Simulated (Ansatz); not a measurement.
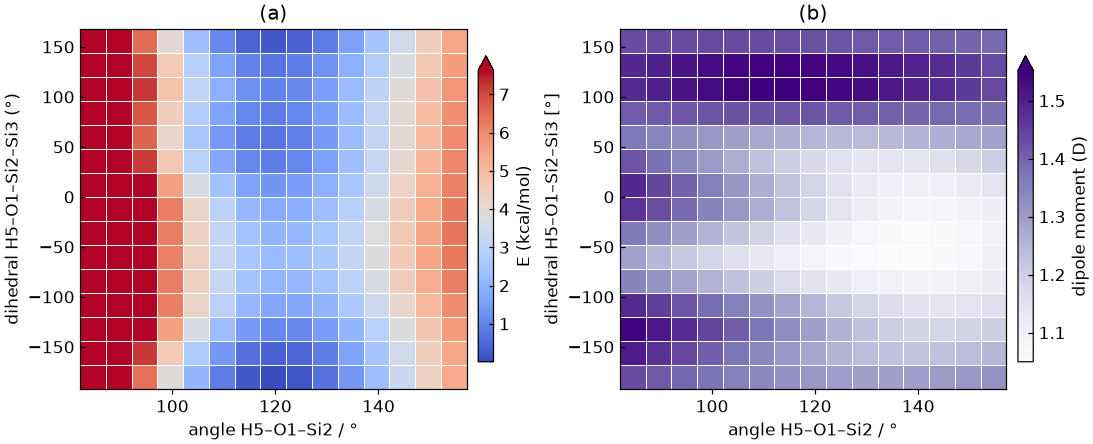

H7OSi3, SMILES O[Si]([SiH3])[SiH3], spin multiplicity 2. 
- The first coordinate is: angle H5–O1–Si2; the second: dihedral H5–O1–Si2–Si3.
- Nothing is relaxed (all other coordinates rigid).
- The grid has 15 × 15 points.
- Energies: kcal/mol, counted from the relaxed molecule at the same level.
- Level of theory: Ansatz 0.2.0, UHF/def2-SVP.

Panel (a) is the energy; panel (b) is the computed dipole moment, in D.

In the figure: one coloured cell a grid point, one colour for all values above the top of the scale.

How does the dipole moment vary over the map, and what is it at the lowest grid point?

Answer. Leaving out the highest fifth of the energies, it runs from 1.05 D at angle H5–O1–Si2 = 134.6°, dihedral H5–O1–Si2–Si3 = −60° to 1.55 D at angle H5–O1–Si2 = 114.6°, dihedral H5–O1–Si2–Si3 = 108°. At the lowest grid point, angle H5–O1–Si2 = 119.6°, dihedral H5–O1–Si2–Si3 = −180°, it is 1.31 D.

```csv
"dihedral H5–O1–Si2–Si3 ↓, angle H5–O1–Si2 →",84.6,89.6,94.6,99.6,104.6,109.6,114.6,119.6,124.6,129.6,134.6,139.6,144.6,149.6,154.6
156,1.43,1.43,1.44,1.44,1.44,1.43,1.43,1.43,1.42,1.42,1.41,1.41,1.40,1.40,1.39
132,1.49,1.50,1.52,1.53,1.54,1.55,1.55,1.54,1.54,1.53,1.51,1.50,1.48,1.46,1.44
108,1.49,1.50,1.52,1.53,1.54,1.55,1.55,1.55,1.54,1.53,1.51,1.50,1.48,1.46,1.44
84,1.41,1.41,1.42,1.42,1.42,1.42,1.42,1.42,1.41,1.41,1.40,1.40,1.39,1.39,1.38
60,1.37,1.35,1.33,1.31,1.29,1.28,1.26,1.25,1.25,1.24,1.25,1.25,1.27,1.28,1.29
36,1.42,1.38,1.34,1.30,1.27,1.23,1.20,1.17,1.15,1.14,1.14,1.15,1.16,1.18,1.20
12,1.49,1.44,1.40,1.36,1.31,1.27,1.23,1.19,1.15,1.12,1.11,1.10,1.11,1.12,1.15
−12,1.47,1.43,1.39,1.35,1.31,1.27,1.23,1.18,1.15,1.12,1.09,1.08,1.08,1.09,1.11
−36,1.37,1.33,1.29,1.26,1.22,1.19,1.16,1.13,1.10,1.08,1.06,1.06,1.06,1.07,1.10
−60,1.29,1.25,1.22,1.19,1.16,1.13,1.11,1.09,1.07,1.06,1.05,1.05,1.06,1.07,1.10
−84,1.35,1.32,1.28,1.26,1.23,1.20,1.17,1.15,1.13,1.11,1.09,1.09,1.09,1.10,1.12
−108,1.48,1.45,1.42,1.39,1.36,1.32,1.29,1.25,1.22,1.19,1.16,1.15,1.14,1.15,1.16
−132,1.55,1.51,1.48,1.45,1.41,1.37,1.33,1.29,1.26,1.23,1.20,1.19,1.19,1.19,1.20
−156,1.51,1.47,1.44,1.41,1.37,1.34,1.31,1.28,1.26,1.24,1.23,1.22,1.23,1.24,1.25
−180,1.43,1.41,1.39,1.38,1.36,1.34,1.32,1.31,1.30,1.29,1.29,1.30,1.30,1.31,1.32
```
